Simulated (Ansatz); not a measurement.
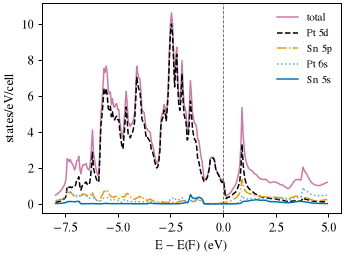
Figure: Total and projected density of states of SnPt$_{3}$ (Cu3Au type, Pm-3m), the program Ansatz at the r²SCAN level (PAW)

Q: Which orbitals carry the states next to the Fermi level?

A: Within 0.5 eV of the Fermi level: Pt 5d 91 %, Sn 5p 7 %. Projections are on Löwdin-orthogonalised atomic valence shells; empty p or d shells of many metals are not among them.

Q: Where is the tallest occupied peak in this window, and what makes it?

A: Near -2.4 eV, about 11 states/eV per cell; the largest projected share is Pt 5d.

The workflow started from a Materials Project entry (that database holds measured and hypothetical structures alike); the Crystallography Open Database files this formula in space group No. 221, but the cells were not matched. Its standing as an ambient phase is unchecked. The cell was relaxed with r²SCAN under the symmetry of its start; whether a distortion lowers the energy is not shown. The run is not spin-polarised. Spin–orbit coupling is left out wherever it is not named.

Potentials: the later of the program's two PAW sets.
